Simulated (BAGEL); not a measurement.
# C2H6Se (dimethyl selenide): a chain of runs

We compute a single-point energy (HF/cc-pVDZ), then the energy (NEVPT2(2,2)/cc-pVDZ), then a single-point energy (CASPT2(2,2)/cc-pVDZ) of C2H6Se (dimethyl selenide). 

The results are computed with BAGEL 1.2.2.

1 further run of the same task is left out (set aside as unsound or not needed).

### Step 1. The molecule

The species is C2H6Se (9 atoms), meant as a singlet with charge 0. As SMILES, `C[Se]C`. One bond was lengthened or shortened from a relaxed shape.

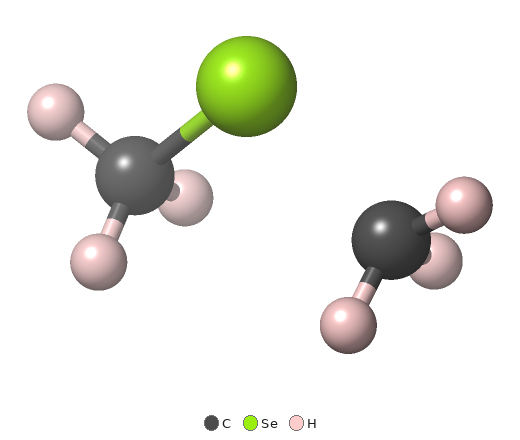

The structure, seen from a chosen angle (carbon dark grey, selenium green, hydrogen pink).

### Step 2. The energy at HF/cc-pVDZ (density fitting with svp-jkfit) (run 1)

calc.json

```json
{ "bagel" : [

{
  "title" : "molecule",
  "basis" : "cc-pvdz.json",
  "df_basis" : "svp-jkfit",
  "geometry" : [
    { "atom" : "C", "xyz" : [    -0.97828287,     1.61531144,    -2.54726011 ] },
    { "atom" : "Se", "xyz" : [     2.29377792,     1.42879547,    -0.90357633 ] },
    { "atom" : "C", "xyz" : [     1.18240164,    -1.27140774,     2.13803614 ] },
    { "atom" : "H", "xyz" : [    -1.54179920,    -0.24077756,    -3.23738809 ] },
    { "atom" : "H", "xyz" : [    -0.77986163,     2.90202595,    -4.14218896 ] },
    { "atom" : "H", "xyz" : [    -2.39293185,     2.35665099,    -1.24788443 ] },
    { "atom" : "H", "xyz" : [    -0.29895467,    -0.45769167,     3.31420168 ] },
    { "atom" : "H", "xyz" : [     0.55104414,    -3.05285255,     1.32110753 ] },
    { "atom" : "H", "xyz" : [     2.85632104,    -1.60664515,     3.28869037 ] }
  ]
},

{ "title" : "hf" },

{ "title" : "print", "file" : "orbitals.molden", "orbitals" : "true" }

]}
```

The basis set cc-pVDZ is read from a file made from the Basis Set Exchange's data (not shown).

Command:

```bash
$ BAGEL_NUM_THREADS=1 BAGEL calc.json > calc.out
```

Log:

```text
* using 1 threads per process

  ===============================================================
  ===============================================================

  *** Geometry ***

  { "atom" : "C", "xyz" : [     -0.978283,      1.615311,     -2.547260 ] },
  { "atom" : "Se", "xyz" : [      2.293778,      1.428795,     -0.903576 ] },
  { "atom" : "C", "xyz" : [      1.182402,     -1.271408,      2.138036 ] },
[... 5 lines of this table left out ...]
  { "atom" : "H", "xyz" : [      2.856321,     -1.606645,      3.288690 ] },

  Number of auxiliary basis functions:      524

  Since a DF basis is specified, we compute 2- and 3-index integrals:
    o Being stored without compression. Storage requirement is 0.030 GB

  Number of basis functions:       85
  Number of electrons      :       52

    * METHOD: MOLECULE                             0.30

  *** RHF ***

  === Nuclear Repulsion ===
   176.8514052345

      * DIIS with orbital gradients will be used.

  === RHF iteration (cc-pvdz.json) ===
      0      -2478.88776525          0.01376582           0.08
      1      -2478.98903861          0.00678808           0.08
      2      -2479.01582336          0.00142475           0.08
[... 9 lines of this table left out ...]
     12      -2479.01755252          0.00000001           0.08
    * SCF iteration converged.

    * Permanent dipole moment:
           (    0.582791,     0.307966,    -0.151713) a.u.

    * METHOD: HF                                   1.22

    * METHOD: PRINT                                0.02

  ===============================================================
```

Run time: 1.7 s. Hardware: 1 thread of Arm Neoverse V1, shared host; peak memory 0.15 GiB.

### Step 3. The energy at NEVPT2(2,2)/cc-pVDZ (density fitting with svp-jkfit) (run 2)

calc.json

```json
{ "bagel": [

{
  "title": "molecule",
  "basis": "cc-pvdz.json",
  "df_basis": "svp-jkfit",
  "angstrom": "false",
  "geometry": [
    { "atom": "C", "xyz": [ -0.97828287,  1.61531144, -2.54726011 ] },
    { "atom": "Se", "xyz": [  2.29377792,  1.42879547, -0.90357633 ] },
    { "atom": "C", "xyz": [  1.18240164, -1.27140774,  2.13803614 ] },
    { "atom": "H", "xyz": [ -1.54179920, -0.24077756, -3.23738809 ] },
    { "atom": "H", "xyz": [ -0.77986163,  2.90202595, -4.14218896 ] },
    { "atom": "H", "xyz": [ -2.39293185,  2.35665099, -1.24788443 ] },
    { "atom": "H", "xyz": [ -0.29895467, -0.45769167,  3.31420168 ] },
    { "atom": "H", "xyz": [  0.55104414, -3.05285255,  1.32110753 ] },
    { "atom": "H", "xyz": [  2.85632104, -1.60664515,  3.28869037 ] }
  ]
},
{ "title": "hf" },
{ "title": "nevpt2", "nstate": 1, "nact": 2, "nclosed": 25, "active": [25, 27], "maxiter": 200, "natocc": "true", "ncore": 11 },
{ "title": "print", "file": "orbitals.molden", "orbitals": "true" }

]}
```

The basis set cc-pVDZ is read from a file made from the Basis Set Exchange's data (not shown).

Command:

```bash
$ BAGEL_NUM_THREADS=1 BAGEL calc.json > calc.out
```

Log:

```text
* using 1 threads per process

  ===============================================================
  ===============================================================

  *** Geometry ***

  { "atom" : "C", "xyz" : [     -0.978283,      1.615311,     -2.547260 ] },
  { "atom" : "Se", "xyz" : [      2.293778,      1.428795,     -0.903576 ] },
  { "atom" : "C", "xyz" : [      1.182402,     -1.271408,      2.138036 ] },
[... 5 lines of this table left out ...]
  { "atom" : "H", "xyz" : [      2.856321,     -1.606645,      3.288690 ] },

[... 23 lines left out ...]
    * SCF iteration converged.
[... 1 line left out ...]
    * Permanent dipole moment:
[... 28 lines left out ...]
    * Second-order optimization converged. *
[... 9 lines left out ...]
     * ci vector, state   0, <S^2> = 0.0000
       2.     0.9834405510
       .2    -0.1812310204

  === DF-NEVPT2 calculation ===

    * 3-index integral transformation done
    * assembly done

      NEVPT2 correlation energy:   -0.4092637473      0.20

          (+0)     -0.3188551962
          (+0)'    -0.0279079767
          (+1)     -0.0134650609
          (+1)'    -0.0000000000
          (+2)     -0.0010098209
          (-1)     -0.0439761299
          (-1)'     0.0000000000
          (-2)     -0.0040495627

      NEVPT2 total energy:       -2479.4509555448

    * METHOD: NEVPT2                               4.76

    * METHOD: PRINT                                0.02

  ===============================================================
```

Run time: 6.6 s. Hardware: 1 thread of Arm Neoverse V1, shared host; peak memory 0.15 GiB.

### Step 4. A single-point energy at CASPT2(2,2)/cc-pVDZ (density fitting with svp-jkfit) (run 3)

job.json

```json
{ "bagel": [

{
  "title": "molecule",
  "basis": "cc-pvdz.json",
  "df_basis": "svp-jkfit",
  "angstrom": false,
  "geometry": [
    { "atom": "C", "xyz": [    -0.97828287,     1.61531144,    -2.54726011 ] },
    { "atom": "Se", "xyz": [     2.29377792,     1.42879547,    -0.90357633 ] },
    { "atom": "C", "xyz": [     1.18240164,    -1.27140774,     2.13803614 ] },
    { "atom": "H", "xyz": [    -1.54179920,    -0.24077756,    -3.23738809 ] },
    { "atom": "H", "xyz": [    -0.77986163,     2.90202595,    -4.14218896 ] },
    { "atom": "H", "xyz": [    -2.39293185,     2.35665099,    -1.24788443 ] },
    { "atom": "H", "xyz": [    -0.29895467,    -0.45769167,     3.31420168 ] },
    { "atom": "H", "xyz": [     0.55104414,    -3.05285255,     1.32110753 ] },
    { "atom": "H", "xyz": [     2.85632104,    -1.60664515,     3.28869037 ] }
  ]
},

{ "title": "hf" },

{ "title": "casscf", "nstate": 1, "nact": 2, "nclosed": 25, "active": [25, 27], "maxiter": 200, "natocc": true },

{ "title": "print", "file": "orbitals.molden", "orbitals": true },

{ "title": "smith", "method": "caspt2", "ms": true, "xms": true, "sssr": true, "shift": 0.2, "shift_imag": true, "ncore": 11 }

]}
```

The basis set cc-pVDZ is read from a file made from the Basis Set Exchange's data (not shown).

Command:

```bash
$ BAGEL_NUM_THREADS=1 BAGEL job.json > job.out
```

Log:

```text
* using 1 threads per process

  ===============================================================
  ===============================================================

  *** Geometry ***

  { "atom" : "C", "xyz" : [     -0.978283,      1.615311,     -2.547260 ] },
  { "atom" : "Se", "xyz" : [      2.293778,      1.428795,     -0.903576 ] },
  { "atom" : "C", "xyz" : [      1.182402,     -1.271408,      2.138036 ] },
[... 5 lines of this table left out ...]
  { "atom" : "H", "xyz" : [      2.856321,     -1.606645,      3.288690 ] },

[... 25 lines left out ...]
    * Permanent dipole moment:
[... 37 lines left out ...]
     * ci vector, state   0, <S^2> = 0.0000
[... 21 lines left out ...]
       #      aibj      arbs      arbi      airj      risj      airs      arst      rist         Etot      error   time
[... 8 lines left out ...]
      ------------------------------------------------------------------------------------------------------------------

    * CASPT2 energy : state  0    -2479.4526906323
        w/o shift correction      -2479.4500709112
        reference weight              0.8669113715

    * METHOD: SMITH                                0.74

  ===============================================================
```

Wall time 7.2 s (1 thread of Arm Neoverse V1, shared host); peak memory 0.22 GiB.

### Step 5. Outcome

| quantity | value |
| --- | --- |
| run 1, HF/cc-pVDZ: total energy | -2479.01755 Eh |
| run 1, HF/cc-pVDZ: dipole moment | 1.72 D |
| run 1, HF/cc-pVDZ: HOMO energy | -8.64 eV |
| run 1, HF/cc-pVDZ: LUMO energy | 3.30 eV |
| run 1, HF/cc-pVDZ: HOMO–LUMO gap | 11.93 eV |
| run 2, NEVPT2(2,2)/cc-pVDZ: total energy | -2479.45096 Eh |
| run 3, CASPT2(2,2)/cc-pVDZ: total energy | -2479.45269 Eh |
